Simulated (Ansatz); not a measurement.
# Mg6TlCd, from a guessed structure to a relaxed one, part 2 of 2

This structure for Mg6TlCd is made up. Its elements were placed in a known structure type with a cell scaled to their sizes. What cell does the guess relax to, and how far off was it?

Ansatz 0.2.0; DFT, PBE, plane-wave PAW, files of the set soft_1, scalar-relativistic, no spin, cell and ions relaxed at zero pressure; PAW set soft_1 (the session's first sound run).

So far: Set-up; Relaxing cell and atoms. The relaxed cell has a, b, c = 5.256, 6.289, 11.179 Å (conventional setting).

## (3) Electronic structure of the relaxed cell

A second self-consistent run takes a narrower smearing and the mesh shown in its input; the bands follow along the standard path of the relaxed lattice.

This step: DFT, PBE, plane-wave PAW, files of the set soft_1, scalar-relativistic, no spin, bands and density of states at the relaxed cell; PAW set soft_1 (Ansatz 0.2.0).

input.yaml reads:

```yaml
crystal:
  lattice:
    - [5.2556512052, 0.0, 0.0]
    - [0.0, 3.1445887291, 5.5894647432]
    - [0.0, -3.1445887291, 5.5894647432]
  atoms:
    - { symbol: Tl, position: [0.0, 0.8428678059, 0.8428678059] }
    - { symbol: Cd, position: [0.5, 0.6504183206, 0.6504183206] }
    - { symbol: Mg, position: [0.5, 0.1664114464, 0.1664114464] }
    - { symbol: Mg, position: [0.5, 0.6608489373, 0.1661157685] }
    - { symbol: Mg, position: [0.5, 0.1661157685, 0.6608489373] }
    - { symbol: Mg, position: [0.0, 0.3343057008, 0.3343057008] }
    - { symbol: Mg, position: [0.0, 0.8378631125, 0.340668908] }
    - { symbol: Mg, position: [0.0, 0.340668908, 0.8378631125] }
kpoints:
  mp_grid: { grid: [6, 6, 6] }
  band_path:
    path:
      - [[0.0, 0.0, 0.0], [0.0, 0.32912747, -0.32912747], [0.0, 0.0, -0.5], [-0.5, 0.0, -0.5], [-0.5, 0.32912747, -0.32912747], [-0.5, 0.0, 0.0], [0.0, 0.0, 0.0], [0.0, -0.5, -0.5], [0.0, -0.32912747, -0.67087253], [-0.5, -0.32912747, -0.67087253], [-0.5, -0.5, -0.5], [0.0, -0.5, -0.5]]
      - [[-0.5, 0.0, 0.0], [-0.5, -0.5, -0.5]]
    npoints: 6
scf:
  occupations: { method: fermi_dirac, width: 0.03 }
  n_extra_bands: 12
hamiltonian:
  xc: pbe
  pseudopotentials: { kind: paw, azcp: { folder: soft_1 } }
output:
  forces: true
  stress: true
  write_bands: true
  dos: { projected: true }
  write_density: true
  write_potential: true
  elf: true
  volumetric_format: npy
```

Started as:

```bash
ansatz run input.yaml --threads 4 --pin off --max-ram 10240MiB --backend cpu --events-out ev --progress --plain --runs-dir out
```

Numbers of over 12 decimals in the logs are rounded to 6 here.

What it wrote:

```text
[...]
Crystal: 8 atoms, lattice volume = 184.753 Å³
Basis set: ecut = 420 eV, 3625 PW (Γ), exchange–correlation on 72×90×90 points (8 copies of the dense FFT grid, shifted against one another)
Bands: 59, of which v1, the nominal top of the filled ones, is band 47 counted from 1 (46 counted from 0)
Symmetry: 4 space group operations
[...]
k-points: 52 of 216 (time reversal used)
[...]
SCF iter   1: F=—  HF=-31245.310795 eV  |F-HF|=—  |Δ(HF+E_count)|=         —  Δρ=3.92e-2  dr2=5.58e0  ethr=3.10e-3  ⟨swp⟩=8.1  Hψ=12432  notcnv=0  defer=36
[...]
SCF iter   9: F=-31243.915159 eV  HF=-31243.915159 eV  |F-HF|=1.13e-8  |Δ(HF+E_count)|=   6.02e-8  Δρ=2.76e-6  dr2=2.10e-8  ethr=1.08e-10  ⟨swp⟩=16.8  Hψ=21778  notcnv=0
SCF 1 converged in 9 iterations: F = -31243.915159 eV  dr2 = 2.10e-8
[...]
NSCF: frozen V_eff on 74 k-points
SCF converged after 9 iterations
Free energy (F): -31243.915159 eV
[...]
Internal energy: -31243.905022 eV  (E = F + TS)
E sigma→0 (E₀):  -31243.910091 eV
Entropy (-TS):   -0.010137 eV (-1.267 meV/atom)
Fermi energy:    7.629210 eV
[...]
--- Forces (eV/Å), atoms counted from 1 ---
  atom   1  Tl     0.00000000     0.00000000    -0.01484598
  atom   2  Cd     0.00000000     0.00000000     0.02883878
  atom   3  Mg     0.00000000     0.00000000    -0.01769603
  atom   4  Mg    -0.00000000     0.03286054    -0.00032861
  atom   5  Mg    -0.00000000    -0.03286054    -0.00032861
  atom   6  Mg     0.00000000     0.00000000     0.00007381
  atom   7  Mg     0.00000000    -0.01103143     0.00216723
  atom   8  Mg     0.00000000     0.01103143     0.00216723
  max |Σ_I F_I| component: 4.78e-5 eV/Å
--- Stress (GPa, compression-positive) ---
       -0.451220       0.000000       0.000000
        0.000000       0.494917       0.000000
        0.000000       0.000000      -0.272957
  P = ⅓ Tr σ = -0.0764 GPa (-0.764 kbar)
--- Band table (eV; the first three rows and the last of 52) ---
  k-point 0: bands = [... 43 lower, 5.4973, 5.5607, 5.6044, 6.3649, 9.6797, 9.7793, 10.0476, 10.1389, ... 8 higher]
  k-point 1: bands = [... 43 lower, 5.6411, 6.2339, 6.5657, 7.0932, 9.0148, 9.0469, 9.5259, 9.9124, ... 8 higher]
  k-point 2: bands = [... 43 lower, 6.0652, 7.3050, 7.4853, 7.8260, 7.8637, 8.9162, 9.1945, 9.5582, ... 8 higher]
  k-point 51: bands = [... 43 lower, 5.3511, 5.4427, 5.7382, 9.2814, 9.7527, 9.7585, 10.4686, 10.5222, ... 8 higher]
```

It took 22 s on 4 threads of Intel Xeon 6975P-C (Granite Rapids), shared host; peak memory 1.1 GiB; 84 s of CPU time.

Numbers from this step:

```yaml
free_energy: -31243.9152 eV
energy_at_zero_smearing: -31243.9101 eV
smearing_term_ts: 0.01014 eV
fermi_energy: 7.629 eV
pressure: -0.07642 GPa
```

From bands.tsv, the bands that come nearest the Fermi level along the path, at its corners, in eV from the Fermi level:

```tsv
point	band 43	band 44	band 45	band 46	band 47	band 48	band 49	band 50
Γ	-2.35	-2.13	-2.07	-2.02	-1.26	2.05	2.15	2.42
X	-0.86	-0.83	-0.82	-0.24	-0.10	-0.08	0.09	0.10
S	-1.11	-1.04	-0.54	-0.48	0.61	0.86	1.45	1.54
R	-2.60	-2.46	-2.32	-2.09	1.73	2.09	2.24	2.61
A	-4.11	-3.95	-0.12	0.10	0.41	0.70	0.81	1.41
Z	-1.69	-1.60	-1.34	-1.19	-1.12	-0.84	-0.40	-0.38
Γ	-2.35	-2.13	-2.07	-2.02	-1.26	2.05	2.15	2.42
Y	-1.33	-1.05	-0.65	-0.51	0.53	0.86	1.31	1.34
X1	-0.86	-0.83	-0.82	-0.24	-0.10	-0.08	0.09	0.10
A1	-4.11	-3.95	-0.12	0.10	0.41	0.70	0.81	1.41
T	-2.53	-2.28	-2.19	-1.89	1.65	2.12	2.13	2.84
Y	-1.33	-1.05	-0.65	-0.51	0.53	0.86	1.31	1.34
Z	-1.69	-1.60	-1.34	-1.19	-1.12	-0.84	-0.40	-0.38
T	-2.53	-2.28	-2.19	-1.89	1.65	2.12	2.13	2.84
```

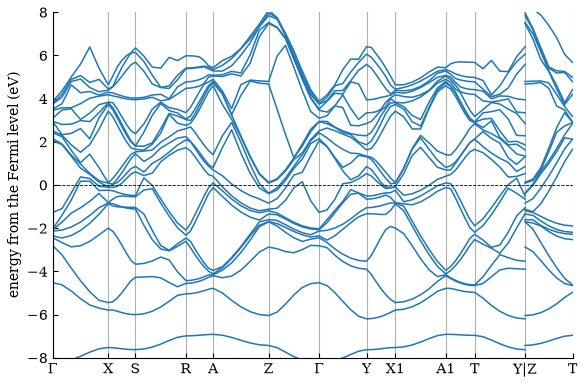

Bands along the path. 38 bands lie wholly below the window drawn.

Counts of states for the cell as run, both spins, by energy window (eV from the Fermi level):

| from | to | total |
| --- | --- | --- |
| -8 | -7 | 1.87 |
| -7 | -6 | 0.04 |
| -6 | -5 | 1.94 |
| -5 | -4 | 1.66 |
| -4 | -3 | 2.27 |
| -3 | -2 | 2.68 |
| -2 | -1 | 3.33 |
| -1 | 0 | 2.97 |
| 0 | 1 | 3.38 |
| 1 | 2 | 3.84 |
| 2 | 3 | 3.93 |

Below -8 eV lie 76.1 more states.

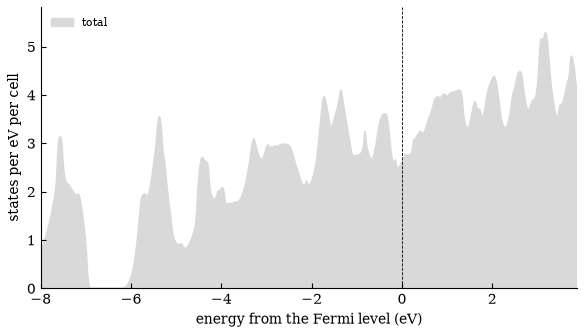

Total density of states, smoothed over about 0.04 eV.

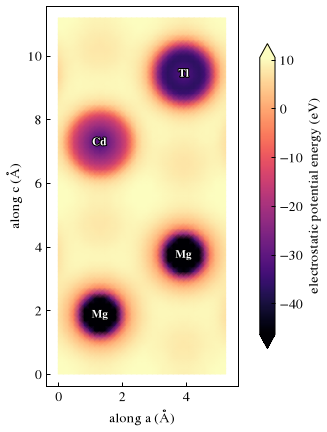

Electrostatic potential energy in the ac plane of the conventional cell at fractional y = 0.000, with atoms of Tl and Cd and Mg within 0.2 Å of it. With pseudopotentials it is smooth inside the atoms' cores, unlike the true potential. The map starts off the cell's origin, so that atoms lie inside it.

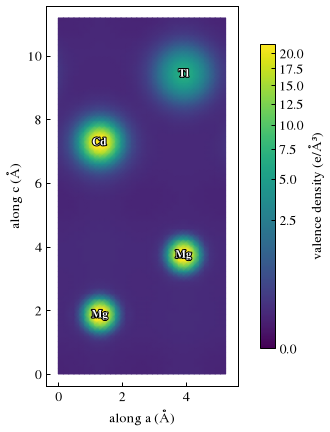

Valence density in the ac plane of the conventional cell at fractional y = 0.000, with atoms of Tl and Cd and Mg within 0.2 Å of it. It is the smooth field of the valence electrons, not physical close to the nuclei. The map starts off the cell's origin, so that atoms lie inside it. The colour scale is stretched toward low values.

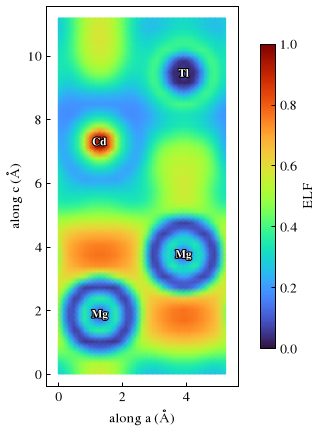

ELF in the ac plane of the conventional cell at fractional y = 0.000, with atoms of Tl and Cd and Mg within 0.2 Å of it. It is the smooth field of the valence electrons, not physical close to the nuclei. The map starts off the cell's origin, so that atoms lie inside it.

## (4) Outcome

* space group, relaxed: Amm2
* conventional cell: a = 5.256, b = 6.289, c = 11.179 Å; α = 90.0°, β = 90.0°, γ = 90.0°
* volume per atom: 23.09 Å³ (guess 23.12)

What this shows: Mg6TlCd relaxes to Amm2 with a = 5.256, b = 6.289 and c = 11.179 Å. The guessed volume was near the relaxed one. The space group Amm2 was held in the relaxation, so the end point is a stationary structure within it and may be a saddle against distortions or other arrangements. Bands cross the Fermi level, so it is a metal or semimetal at this level. The electron count is odd, which forces that without spin polarisation or a larger cell. On the 6×6×6 mesh with the narrower smearing (relaxed on 5×5×5) the largest force component is 0.033 eV/Å and the largest stress component is 0.495 GPa, against the relaxation's thresholds of 0.015 eV/Å and 0.05 GPa. The cutoff wasn't tested. Spin-orbit coupling is left out, which can matter for elements this heavy. No dispersion term is used, so weakly bound directions may come out too long. Nothing here tests whether the compound is stable against decomposition.

[Logs are printed without paths, hosts, clocks, repeated set-up lines and the standing remarks that a program may print on its own settings, such as how far it seeks lower states.]

[Hosts, paths, dates, database ids (printed as entryN), source tags and the programs' standing remarks are cut or masked in the printed files.]
